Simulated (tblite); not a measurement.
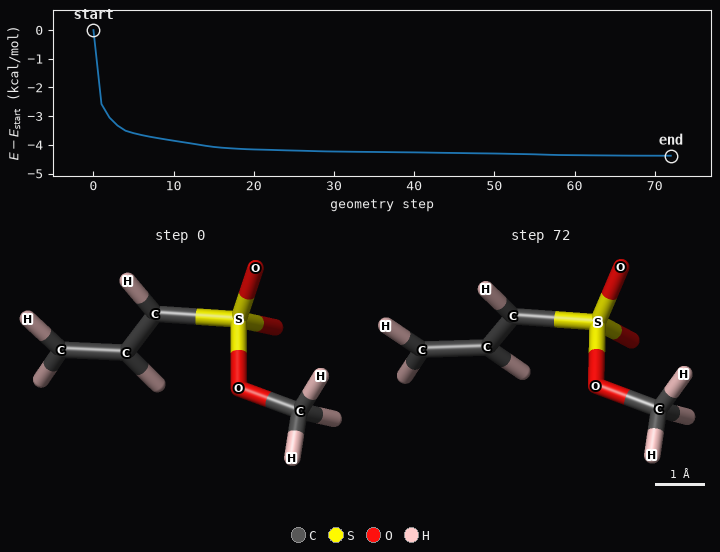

First and last geometry of a relaxation of C4H7O3S (multiplicity 2), with the history of the run. A stick model, seen at a tilt.

Method: GFN2-xTB geometry optimisation, gas phase (tblite). 

### Read the history and describe the run.

It converged. The largest moves after the best rigid fit, 0.28 Å, are those of O and H atoms. By element the largest moves are H 0.28 Å, O 0.28 Å, C 0.11 Å, S 0.06 Å. Some distances before and after: C–C 1.445 → 1.371 Å, O–S 1.460 → 1.430 Å, C–C 1.350 → 1.370 Å, C–S 1.740 → 1.756 Å. Among the angles between lasting bonds that change: S–O–C 117.2° → 113.1°, C–C–C 122.0° → 125.2°, C–C–H 122.4° → 125.4°. Over 72 geometry steps the energy falls by 4.38 kcal/mol. Cost: 0.67 s on 1 thread of Arm Neoverse N1, on a shared host.

```csv
step,"E − E(0), kcal/mol"
0,0.00
1,-2.58
2,-3.05
3,-3.33
4,-3.51
5,-3.59
6,-3.66
7,-3.71
8,-3.76
9,-3.81
10,-3.85
13,-3.99
17,-4.12
20,-4.16
23,-4.18
26,-4.20
30,-4.23
33,-4.24
36,-4.25
39,-4.26
43,-4.27
46,-4.29
49,-4.30
52,-4.31
56,-4.34
59,-4.36
62,-4.36
65,-4.37
69,-4.38
72,-4.38
```
